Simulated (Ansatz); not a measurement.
SiH3F: several calculations on one system

## 1. Relaxation

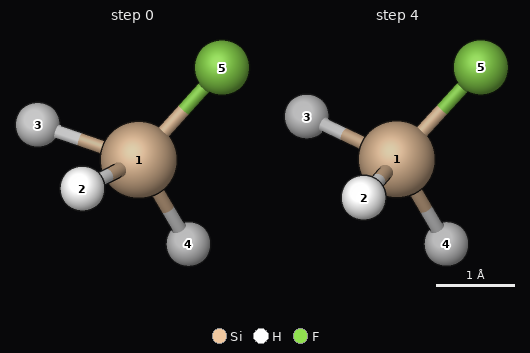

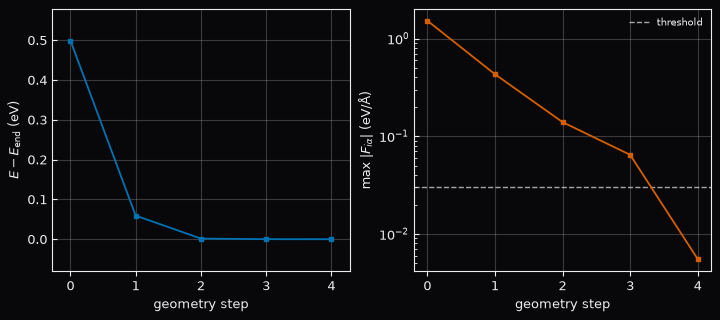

First and last geometry of a relaxation of SiH$_{3}$F, with the history of the run. A ball-and-stick model, seen from a free direction.

The run prepares an end point of a later path (reaction) calculation, from a guessed geometry.

These are results of RKS PBE0-D4/def2-SVP in Ansatz 0.2.0, not measurements.

Input
```yaml
crystal:
  periodic: [false, false, false]
  atoms:
    - { symbol: Si, position_ang: [0.168812, 0.018843, 0.119604] }
    - { symbol: H, position_ang: [0.500608, -0.011464, 1.531365] }
    - { symbol: H, position_ang: [1.61042, -0.011551, -0.038238] }
    - { symbol: H, position_ang: [-0.549488, 1.2124, -0.388481] }
    - { symbol: F, position_ang: [-0.584852, -1.314227, -0.41365] }
basis:
  gaussian: { orbitals: def2-SVP }
hamiltonian:
  xc: pbe0
  dispersion: d4
relax:
  f_tol: 0.03
  max_steps: 50
```

Launched with:
```bash
ansatz run input.yaml --threads 1 --pin off --max-ram 2048MiB --backend cpu --events-out ev --progress --plain --runs-dir out
```

### What do the curves and the structures tell?

It converged. The energy falls by 0.499 eV in 4 geometry steps. The largest force component goes from 1.5 to 0.0055 eV/Å. The largest moves after the best rigid fit, 0.30 Å, are those of H2 and H3. Largest moves by element: H 0.30 Å, Si 0.10 Å, F 0.08 Å. Near-neighbour distances that change, for instance: Si1–H2 1.451 → 1.489 Å, Si1–H4 1.483 → 1.489 Å. Among the angles between lasting bonds that change: H2–Si1–H3 83.0° → 110.4°, H2–Si1–H4 117.5° → 110.4°, H2–Si1–F5 114.2° → 108.6°.

## 2. Relaxation

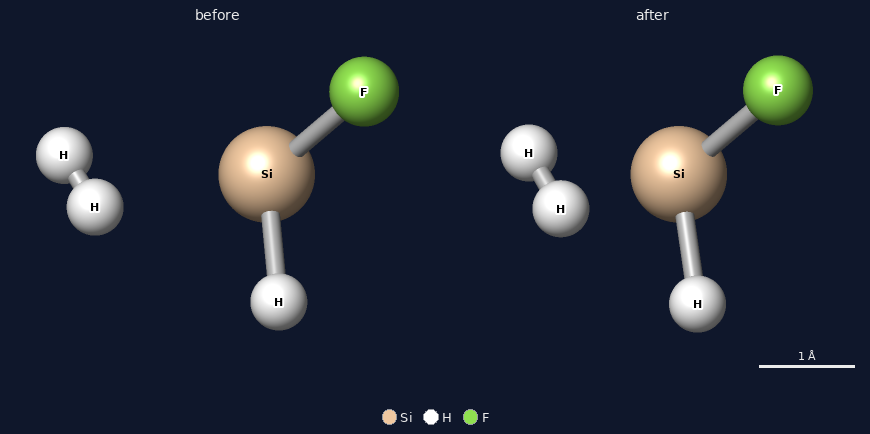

The structure of SiH3F before (left) and after (right) a relaxation, at one scale.

A ball-and-stick model, seen at a tilt.

The run prepares an end point of a later path (reaction) calculation, from a guessed geometry.

Method: RKS PBE0-D4/def2-SVP in Ansatz. Set-up: no spin polarisation; force threshold 0.03 eV/Å; at most 50 steps.

### Describe what moved and what it gained.

Over 5 accepted moves (6 points after the start) the energy falls by 2.39 kcal/mol. The largest force component goes from 1.2 to 0.0076 eV/Å. The line search rejected the trial step at point 3 of the run. The largest move after the best rigid fit is that of an H atom, 0.37 Å. By element the largest moves are H 0.37 Å, Si 0.28 Å, F 0.25 Å. Some distances before and after: H–Si 2.657 → 2.020 Å, H–Si 2.658 → 2.097 Å, H–H 0.721 → 0.790 Å.

Limits of the set-up: the start holds two separate molecules, 2.5 Å apart at their closest, whose relative position is a soft coordinate.

## 3. Path

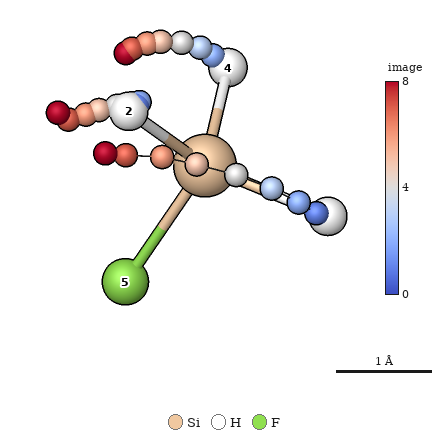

NEB run on SiH₃F. Images are numbered from 0 (start) to 8 (end). The start is drawn whole; smaller spheres mark the moving atoms (H) in the later images, joined by lines and coloured by the number of the image. A ball-and-stick model, seen from a free direction.

The calculation used RKS PBE0-D4/def2-SVP in Ansatz 0.2.0.

The input:
```yaml
crystal:
  periodic: [false, false, false]
  atoms:
    - { symbol: Si, position_ang: [0.248198, 0.011947, 0.175626] }
    - { symbol: H, position_ang: [0.236239, -0.007875, 1.664602] }
    - { symbol: H, position_ang: [1.648076, -0.007853, -0.331852] }
    - { symbol: H, position_ang: [-0.470558, 1.213069, -0.332645] }
    - { symbol: F, position_ang: [-0.516456, -1.315287, -0.36513] }
basis:
  gaussian: { orbitals: def2-SVP }
hamiltonian:
  xc: pbe0
  dispersion: d4
neb:
  order_check: false
  images: 7
  f_tol: 0.03
  max_iterations: 60
  final_atoms:
    - { symbol: Si, position_ang: [0.14019604, 0.02287114, -0.79379485] }
    - { symbol: H, position_ang: [0.87014624, 0.25192932, 1.15836888] }
    - { symbol: H, position_ang: [1.45121669, -0.08146473, 0.7397505] }
    - { symbol: H, position_ang: [-0.62550947, 1.03243701, 0.09149503] }
    - { symbol: F, position_ang: [-0.69055049, -1.33177175, -0.38521856] }
  initial_path:
    images:
      - { positions_ang: [[0.248198, 0.011947, 0.175626], [0.236239, -0.007875, 1.664602], [1.648076, -0.007853, -0.331852], [-0.470558, 1.213069, -0.332645], [-0.516456, -1.315287, -0.36513]] }
      - { positions_ang: [[0.18613168, 0.00871809, 0.13171231], [0.42702815, -0.00478479, 1.57977965], [1.63171992, -0.00476652, -0.12369362], [-0.52570625, 1.2066811, -0.37162305], [-0.5736745, -1.31184689, -0.40557429]] }
      - { positions_ang: [[0.12406536, 0.00548919, 0.08779861], [0.6178173, -0.00169457, 1.49495729], [1.61536384, -0.00168004, 0.08446476], [-0.5808545, 1.20029319, -0.41060109], [-0.63089299, -1.30840677, -0.44601857]] }
      - { positions_ang: [[0.06199903, 0.00226028, 0.04388492], [0.80860645, 0.00139564, 1.41013494], [1.59900776, 0.00140644, 0.29262314], [-0.63600275, 1.19390529, -0.44957914], [-0.68811149, -1.30496666, -0.48646286]] }
      - { positions_ang: [[-6.729e-05, -0.00096862, -2.877e-05], [0.99939559, 0.00448585, 1.32531258], [1.58265168, 0.00449293, 0.50078152], [-0.69115099, 1.18751739, -0.48855719], [-0.74532999, -1.30152654, -0.52690714]] }
      - { positions_ang: [[0.03499854, 0.00499132, -0.19847029], [0.96708326, 0.06634672, 1.28357666], [1.54979293, -0.01699649, 0.56052376], [-0.67474061, 1.14874729, -0.34354413], [-0.73163512, -1.30908784, -0.491485]] }
      - { positions_ang: [[0.07006437, 0.01095126, -0.39691181], [0.93477092, 0.12820759, 1.24184073], [1.51693418, -0.0384859, 0.62026601], [-0.65833023, 1.1099772, -0.19853108], [-0.71794024, -1.31664915, -0.45606285]] }
      - { positions_ang: [[0.1051302, 0.0169112, -0.59535333], [0.90245858, 0.19006846, 1.20010481], [1.48407544, -0.05997532, 0.68000825], [-0.64191985, 1.0712071, -0.05351802], [-0.70424537, -1.32421045, -0.42064071]] }
      - { positions_ang: [[0.14019604, 0.02287114, -0.79379485], [0.87014624, 0.25192932, 1.15836888], [1.45121669, -0.08146473, 0.7397505], [-0.62550947, 1.03243701, 0.09149503], [-0.69055049, -1.33177175, -0.38521856]] }
```

Command:
```bash
ansatz run input.yaml --threads 1 --pin off --max-ram 2048MiB --backend cpu --events-out ev --progress --plain --runs-dir out
```

### What moves, how far, and at what cost in energy?

Breaking: 2 H–Si (1.49 → 2.02–2.10 Å). Forming: H–H (2.45 → 0.79 Å). Forward barrier 65.7 kcal/mol, backward barrier 14.0 kcal/mol, with image 5 at the top; the reaction energy is +51.7 kcal/mol. The band converged in 9 iterations. The largest component of the band force went from 6.4 to 0.014 eV/Å. The climbing image converged on the top of the path. Its vibrational analysis gives one imaginary mode (1182i cm⁻¹), as a transition state must have.
